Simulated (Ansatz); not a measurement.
Molecular dynamics, with input and output: CH$_{8}$AlCl$_{2}$NSi (part 2 of 2)

Continued. System: CH$_{8}$AlCl$_{2}$NSi. Method: UKS BLYP/6-31G* (Ansatz 0.2.0). The geometry comes from this level: PBE0-D4/def2-TZVP.

Geometry of the input (Å):
```
C  0.4305  1.3343  -1.3675
Al -0.4360  -0.4046  -1.2553
Cl 0.7355  -2.1189  -1.7692
Cl -2.4769  -0.5182  -1.8796
N  -0.7026  -0.8449  0.7106
Si 0.5183  -0.1625  1.8349
H  1.4271  1.3458  -0.9157
H  0.5595  1.6089  -2.4191
H  -0.1638  2.1272  -0.9034
H  -1.6517  -0.5583  0.9418
H  -0.6980  -1.8637  0.7182
H  1.8436  -0.4708  1.2631
H  0.3532  -0.7918  3.1671
H  0.2486  1.2881  1.9030
```

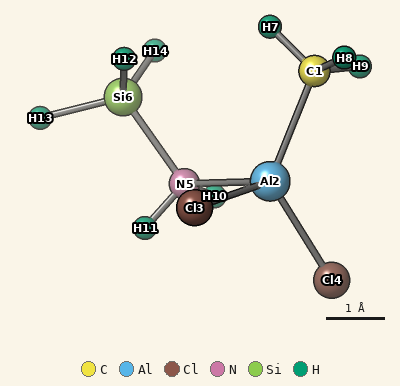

Figure 1. The geometry at step 29 of the log (ball-and-stick view, seen at a tilt; atoms are numbered from 1 in the order of the input).

### Trajectory as extended XYZ, continued
```
14
Properties=species:S:1:pos:R:3:forces:R:3 step=4 time_fs=4.0 energy=-42178.38355 temperature=430.9
C     0.4164    1.3081   -1.3686    0.7242   0.3776  -1.4193
Al   -0.4213   -0.3914   -1.2738   -0.8037   0.1266   0.3212
Cl    0.7243   -2.1047   -1.7612    0.5094  -0.7260  -0.2261
Cl   -2.4709   -0.5302   -1.8779   -0.5936  -0.0523  -0.2929
N    -0.7285   -0.8215    0.7124   -1.6633   0.5205   0.0385
Si    0.5325   -0.1698    1.8482   -0.0993  -0.4279  -1.1369
H     1.3683    1.2539   -0.7972    0.0884   0.2787  -0.6134
H     0.5677    1.4880   -2.5102    0.2323   0.0986   1.7096
H    -0.1659    2.1295   -0.9522   -0.2754   0.3479  -0.0165
H    -1.7415   -0.5145    1.0043    1.9882  -0.8889  -0.6910
H    -0.6978   -1.8399    0.5197   -0.2544   0.0603   0.7204
H     1.8529   -0.4075    1.2896    0.5491  -0.1552  -0.3218
H     0.3867   -0.8969    3.0472   -0.1204  -0.6539   1.6703
H     0.2691    1.2345    1.9270   -0.2815   1.0939   0.2579
14
Properties=species:S:1:pos:R:3:forces:R:3 step=7 time_fs=7.0 energy=-42178.26695 temperature=356.9
C     0.4112    1.2912   -1.3798    0.0646   1.3695   1.3173
Al   -0.4129   -0.3811   -1.2867   -1.4063  -0.1593   0.5584
Cl    0.7172   -2.0961   -1.7559    0.6213  -0.8626  -0.2575
Cl   -2.4680   -0.5393   -1.8774   -0.5720  -0.0634  -0.3236
N    -0.7574   -0.7979    0.7135    3.4269  -2.6614  -1.7509
Si    0.5429   -0.1767    1.8550   -0.1696  -0.6085   0.1615
H     1.3390    1.2106   -0.7600   -0.0528   0.4033  -0.7008
H     0.5969    1.4076   -2.4368    0.6553   0.6120  -0.6253
H    -0.1960    2.1674   -0.9864    0.5064  -0.7612  -0.4814
H    -1.6525   -0.5548    0.9968   -2.7333   0.5407   0.6816
H    -0.7198   -1.8652    0.4353   -0.1922   1.9459   1.3343
H     1.9078   -0.3742    1.2815   -0.2013  -0.0664  -0.0627
H     0.4020   -1.0281    3.1008    0.1104   0.5152  -0.0968
H     0.2602    1.2877    1.9679   -0.0575  -0.2037   0.2460
14
Properties=species:S:1:pos:R:3:forces:R:3 step=11 time_fs=11.0 energy=-42178.17029 temperature=296.3
C     0.4051    1.2827   -1.3821    0.7987   0.7311  -0.5868
Al   -0.4088   -0.3682   -1.3012   -1.7314  -0.5244   0.5119
Cl    0.7102   -2.0878   -1.7498    0.6878  -0.9128  -0.2441
Cl   -2.4665   -0.5516   -1.8780   -0.5980  -0.0488  -0.3532
N    -0.7722   -0.7835    0.7026   -0.7993   3.0311   1.0659
Si    0.5560   -0.1886    1.8649   -0.3324  -0.4052   0.8075
H     1.3083    1.2050   -0.7852    0.6413   0.3613   0.2816
H     0.7219    1.3789   -2.4272    0.1883   0.4548  -0.2339
H    -0.1838    2.1408   -1.0843   -0.2464   0.4973   0.1072
H    -1.7731   -0.5651    1.0415    1.6402  -0.1324  -0.6414
H    -0.7687   -1.7290    0.4775    0.1205  -3.0407   0.0988
H     1.9488   -0.3386    1.2644   -0.6813  -0.0423   0.1200
H     0.4368   -1.1306    3.1545    0.1700   1.1216  -1.0293
H     0.2430    1.3226    2.0529    0.1420  -1.0907   0.0958
14
Properties=species:S:1:pos:R:3:forces:R:3 step=14 time_fs=14.0 energy=-42178.35970 temperature=414.1
C     0.4067    1.2835   -1.3847    2.4174   0.9100  -2.2555
Al   -0.4121   -0.3604   -1.3100   -1.6634  -0.8003   0.5761
Cl    0.7069   -2.0843   -1.7460    0.7082  -0.9186  -0.2517
Cl   -2.4670   -0.5610   -1.8795   -0.6412  -0.0131  -0.3817
N    -0.7823   -0.7614    0.6975   -0.9271  -0.6785   0.6430
Si    0.5647   -0.1991    1.8750   -0.7373  -0.3135   0.2476
H     1.3345    1.2382   -0.7912    0.0019   0.3624   0.2772
H     0.8416    1.4063   -2.4670   -0.7844   0.0463   1.4055
H    -0.1860    2.1495   -1.1566   -0.3447   0.7787   0.2528
H    -1.7948   -0.5671    1.0413    1.8279   0.0681  -0.6415
H    -0.7968   -1.8028    0.5496    0.2255   0.5491   0.4694
H     1.9180   -0.3166    1.2608   -0.1935  -0.1027  -0.1080
H     0.4792   -1.1031    3.1028    0.0650   0.4883  -0.3360
H     0.2418    1.2512    2.1284    0.0457  -0.3762   0.1028
14
Properties=species:S:1:pos:R:3:forces:R:3 step=18 time_fs=18.0 energy=-42178.29272 temperature=380.2
C     0.4333    1.2979   -1.4092    0.9565   2.2405   0.4828
Al   -0.4246   -0.3539   -1.3189   -1.1028  -0.6530   0.6748
Cl    0.7052   -2.0829   -1.7417    0.6610  -0.8400  -0.2456
Cl   -2.4702   -0.5737   -1.8829   -0.7136   0.0357  -0.3981
N    -0.7962   -0.7399    0.6955    3.6592  -2.9851  -0.2369
Si    0.5725   -0.2144    1.8883   -1.0554   0.1975  -1.7175
H     1.3579    1.3278   -0.7665   -0.7043   0.1422   0.1190
H     0.9098    1.4511   -2.3728   -0.0624   0.0876  -0.8737
H    -0.2090    2.2240   -1.2266    0.6848  -0.8948   0.0124
H    -1.6962   -0.5370    0.9940   -2.6899   1.1216   0.8668
H    -0.8053   -1.8317    0.6919    0.1385   1.8015  -0.1162
H     1.8632   -0.3011    1.2354    0.5296  -0.1158  -0.4419
H     0.5422   -1.0312    3.0242   -0.0765  -1.2557   1.6092
H     0.2410    1.1317    2.2469   -0.2247   1.1179   0.2650
14
Properties=species:S:1:pos:R:3:forces:R:3 step=21 time_fs=21.0 energy=-42178.48262 temperature=501.3
C     0.4629    1.3258   -1.4268    0.0391   0.9007   0.9327
Al   -0.4383   -0.3515   -1.3232   -0.3855  -0.1977   0.5757
Cl    0.7057   -2.0844   -1.7393    0.5659  -0.7301  -0.2034
Cl   -2.4746   -0.5831   -1.8866   -0.7828   0.0630  -0.3972
N    -0.7879   -0.7408    0.6939   -0.7407   3.1835   1.2712
Si    0.5748   -0.2254    1.8935   -0.6688   0.3909  -0.4531
H     1.3149    1.4118   -0.7334   -0.0453  -0.0584   0.3753
H     0.9448    1.4918   -2.3574    0.4746   0.0600  -1.6088
H    -0.1734    2.2147   -1.2750   -0.1064  -0.0283   0.1410
H    -1.7849   -0.4297    1.0106    1.8883  -0.3334  -0.6001
H    -0.7983   -1.7067    0.7971   -0.2706  -3.0462  -0.1329
H     1.8639   -0.3007    1.1779    0.0709  -0.0250  -0.0880
H     0.5836   -1.0734    3.0900   -0.0612  -0.5027   0.2659
H     0.2230    1.1296    2.3581    0.0226   0.3236  -0.0782
14
Properties=species:S:1:pos:R:3:forces:R:3 step=25 time_fs=25.0 energy=-42178.41345 temperature=459.0
C     0.5060    1.3720   -1.4452    0.7006   0.0789  -1.2748
Al   -0.4582   -0.3491   -1.3260    0.5740   0.2320   0.4066
Cl    0.7086   -2.0890   -1.7367    0.4085  -0.5369  -0.1703
Cl   -2.4835   -0.5954   -1.8930   -0.8202   0.0969  -0.3562
N    -0.7808   -0.7227    0.7037    0.6055  -1.6494   1.3584
Si    0.5750   -0.2383    1.8991    0.0178   0.3697   1.1776
H     1.2557    1.5153   -0.6468    0.2548  -0.2164  -0.1855
H     1.0234    1.5428   -2.4751   -0.5916  -0.3914   1.4772
H    -0.1566    2.2189   -1.3228   -0.6393   0.5823  -0.0346
H    -1.7009   -0.3254    0.9706    0.1793  -0.2135   0.0230
H    -0.8260   -1.7934    0.9065   -0.3904   1.7417  -0.8877
H     1.8655   -0.3025    1.0973   -0.5133   0.0629   0.4545
H     0.6295   -1.1815    3.1921   -0.1163   0.6290  -1.3753
H     0.2066    1.1541    2.4883    0.3307  -0.7858  -0.6128
14
Properties=species:S:1:pos:R:3:forces:R:3 step=29 time_fs=29.0 energy=-42178.56028 temperature=550.1
C     0.5542    1.4210   -1.4746   -2.0765   0.4960   1.5270
Al   -0.4749   -0.3454   -1.3265    1.2780   0.5653   0.3430
Cl    0.7133   -2.0960   -1.7349    0.2346  -0.3345  -0.1255
Cl   -2.4960   -0.6074   -1.9010   -0.7668   0.1101  -0.2830
N    -0.7646   -0.7166    0.7265    0.9302  -0.2567   0.4383
Si    0.5750   -0.2494    1.9102    0.1176  -0.0556   0.6510
H     1.2283    1.5873   -0.5901    0.0189  -0.2409  -0.8068
H     1.0406    1.5455   -2.4316    0.5765   0.0313  -0.3923
H    -0.2078    2.2811   -1.3764    0.7502  -0.8519  -0.2753
H    -1.6239   -0.2235    0.9399   -0.7660   0.0805   0.2999
H    -0.9116   -1.7289    0.9015   -0.3585   0.2390  -0.4805
H     1.8036   -0.2953    1.0763    0.0781   0.1062   0.2425
H     0.6584   -1.2111    3.1100   -0.1190   0.2391  -0.7434
H     0.2341    1.0800    2.5343    0.1029  -0.1277  -0.3949
14
Properties=species:S:1:pos:R:3:forces:R:3 step=32 time_fs=32.0 energy=-42178.35902 temperature=434.8
C     0.5759    1.4614   -1.4876   -2.4779  -0.9028   1.2675
Al   -0.4829   -0.3407   -1.3255    1.5934   0.6920   0.3075
Cl    0.7175   -2.1022   -1.7339    0.1026  -0.1812  -0.0815
Cl   -2.5076   -0.6161   -1.9079   -0.6491   0.1212  -0.2074
N    -0.7435   -0.7149    0.7467   -1.7888   3.9353   0.1076
Si    0.5754   -0.2577    1.9210    0.0030  -0.1355  -1.0194
H     1.2147    1.6184   -0.6172    0.5016  -0.0497   0.0719
H     1.0946    1.5437   -2.4092    0.8492   0.0568  -1.0848
H    -0.1905    2.2628   -1.4418    0.1591   0.0603  -0.1562
H    -1.6625   -0.1309    0.9536    1.8543  -1.3128  -0.3140
H    -1.0185   -1.6495    0.8454   -0.6406  -2.3797   0.0930
H     1.7592   -0.2795    1.0866    0.7348   0.1474  -0.1741
H     0.6688   -1.2106    2.9729    0.0164  -1.0947   0.9838
H     0.2667    1.0073    2.5288   -0.2582   1.0433   0.2063
14
Properties=species:S:1:pos:R:3:forces:R:3 step=36 time_fs=36.0 energy=-42178.28944 temperature=393.8
C     0.5830    1.5033   -1.4962    0.2853  -1.9028  -1.2876
Al   -0.4857   -0.3309   -1.3228    1.7167   0.6439   0.1556
Cl    0.7235   -2.1112   -1.7329   -0.0600   0.0501  -0.0280
Cl   -2.5255   -0.6272   -1.9178   -0.3356   0.1621  -0.0523
N    -0.7325   -0.6886    0.7738   -0.7964  -3.0146  -1.2216
Si    0.5765   -0.2696    1.9309    0.7707  -0.3777  -0.4338
H     1.2572    1.6555   -0.6431   -0.0084   0.0980   0.1109
H     1.2357    1.5438   -2.4594   -1.0325  -0.1666   1.3203
H    -0.1671    2.2718   -1.5494   -0.3769   0.9357  -0.0102
H    -1.5311   -0.1380    0.9448   -1.7916   1.3573   0.4849
H    -1.1866   -1.7105    0.7763    1.5662   2.1588   0.1832
H     1.7871   -0.2385    1.0839    0.2396   0.1338   0.1333
H     0.6850   -1.3447    2.9094    0.0071  -0.3645   0.5518
H     0.2786    1.0336    2.5450   -0.1842   0.2865   0.0934
14
Properties=species:S:1:pos:R:3:forces:R:3 step=39 time_fs=39.0 energy=-42178.36178 temperature=434.8
C     0.5875    1.5201   -1.5113   -0.8331  -0.4707   0.1489
Al   -0.4814   -0.3210   -1.3201    1.5166   0.6463   0.0099
Cl    0.7279   -2.1179   -1.7322   -0.1552   0.2192   0.0345
Cl   -2.5401   -0.6352   -1.9255   -0.0237   0.2029   0.0640
N    -0.7333   -0.6825    0.7871   -1.1341   0.8383  -1.1237
Si    0.5797   -0.2797    1.9364    1.2921  -0.6802   0.7502
H     1.2957    1.6919   -0.6479   -0.8164   0.0453  -0.3662
H     1.2632    1.5290   -2.3967   -0.4743  -0.1619   0.0605
H    -0.1783    2.3586   -1.6308    0.9892  -0.6009   0.2905
H    -1.5294   -0.0643    0.9692   -0.3095   0.2973   0.1184
H    -1.1869   -1.5970    0.7399    0.4065  -0.6107   0.3530
H     1.8385   -0.1944    1.0909   -0.3846   0.0233   0.4847
H     0.6985   -1.4945    2.9279   -0.1052   1.1104  -0.5481
H     0.2676    1.0928    2.5693    0.0318  -0.8587  -0.2765
14
Properties=species:S:1:pos:R:3:forces:R:3 step=43 time_fs=43.0 energy=-42178.35972 temperature=441.2
C     0.5821    1.5364   -1.5278   -1.3922  -0.8988   0.6948
Al   -0.4683   -0.3046   -1.3164    0.9532   0.5453  -0.0480
Cl    0.7332   -2.1260   -1.7311   -0.2296   0.4154   0.1065
Cl   -2.5595   -0.6451   -1.9355    0.3899   0.2613   0.1732
N    -0.7436   -0.6600    0.7952   -1.9940   2.2387  -0.7314
Si    0.5899   -0.2964    1.9471    0.9145  -0.6673   0.6803
H     1.2520    1.7471   -0.6856   -0.1807   0.0377   0.5115
H     1.2689    1.4844   -2.3440    0.5179  -0.2796  -1.2357
H    -0.0812    2.4066   -1.7035    0.0742  -0.1632   0.1436
H    -1.5494    0.0440    1.0099    1.1863  -1.4925  -0.3886
H    -1.1727   -1.5865    0.7325    0.0552  -0.3117   0.4055
H     1.8607   -0.1337    1.1600   -0.2280  -0.0943   0.2270
H     0.7032   -1.5523    2.8859   -0.0859   1.1644  -0.4693
H     0.2561    1.0634    2.5692    0.0191  -0.7553  -0.0694
14
Properties=species:S:1:pos:R:3:forces:R:3 step=46 time_fs=46.0 energy=-42178.27080 temperature=397.5
C     0.5674    1.5413   -1.5348    0.9011  -2.0413  -0.9984
Al   -0.4546   -0.2902   -1.3138    0.4089   0.3423  -0.0581
Cl    0.7366   -2.1310   -1.7300   -0.2583   0.5546   0.1503
Cl   -2.5732   -0.6518   -1.9425    0.6653   0.3058   0.2312
N    -0.7622   -0.6251    0.7958    0.9615  -3.5511  -1.5263
Si    0.6009   -0.3114    1.9574    0.1576  -0.1920  -0.6482
H     1.1913    1.7912   -0.6769    0.2640  -0.1451   0.5177
H     1.3100    1.4267   -2.4089   -0.8730  -0.0227   0.9136
H     0.0096    2.4231   -1.7438   -1.0685   0.8971  -0.3258
H    -1.4729    0.0070    1.0109   -2.3025   1.3107   0.5348
H    -1.1789   -1.6624    0.7626    0.9545   2.5871   0.3147
H     1.8541   -0.0959    1.2367    0.4057  -0.0693  -0.2846
H     0.6983   -1.4850    2.8099    0.0377  -0.3793   0.6348
H     0.2485    0.9674    2.5618   -0.2541   0.4033   0.5444
14
Properties=species:S:1:pos:R:3:forces:R:3 step=50 time_fs=50.0 energy=-42178.30710 temperature=425.2
C     0.5547    1.5302   -1.5531   -0.3074   0.5549   0.1909
Al   -0.4346   -0.2692   -1.3106   -0.3928  -0.0168  -0.1075
Cl    0.7401   -2.1355   -1.7279   -0.2691   0.7111   0.2183
Cl   -2.5889   -0.6596   -1.9511    0.9528   0.3602   0.2931
N    -0.7813   -0.6009    0.7842    0.5472   4.1470  -0.1504
Si    0.6164   -0.3315    1.9676   -0.3003   0.9336  -1.2328
H     1.1314    1.8242   -0.6222   -0.1584  -0.5004  -0.7147
H     1.2677    1.3480   -2.3904    0.0208   0.0927   0.4107
H     0.0231    2.5073   -1.8269    0.0313  -1.2995   0.1882
H    -1.5855    0.0580    1.0587    1.0392  -1.1619  -0.4523
H    -1.0970   -1.5107    0.8388   -1.2993  -3.0086   0.0691
H     1.8958   -0.0546    1.3027    0.2369  -0.1158  -0.3174
H     0.6977   -1.4673    2.8048    0.0670  -1.2469   1.0074
H     0.2046    0.8949    2.6260   -0.1680   0.5505   0.5973
```

### Results in brief

| quantity | value |
| --- | --- |
| outcome | finished |
| mean temperature over the second half | 429 K |
| trajectory | 50 steps, 50 fs |
| ensemble | nvt_nose_hoover |
| temperature in the input | 700 K |
| time step | 1 fs |
| potential energy (last step) | −42178.3075 eV |
| SCF solution under orbital rotations (last step) | stable |
| largest force (length of the vector) (last step) | 4.186 eV/Å |
| dipole moment (last step) | 7.01 D |
| wall time | 2.2 min (CPU time 8.5 min) |
| peak memory | 0.24 GiB |

### Notes

So short a trajectory is not equilibrated. The temperature stays far from the 700 K of the thermostat over the second half: the run isn't equilibrated.
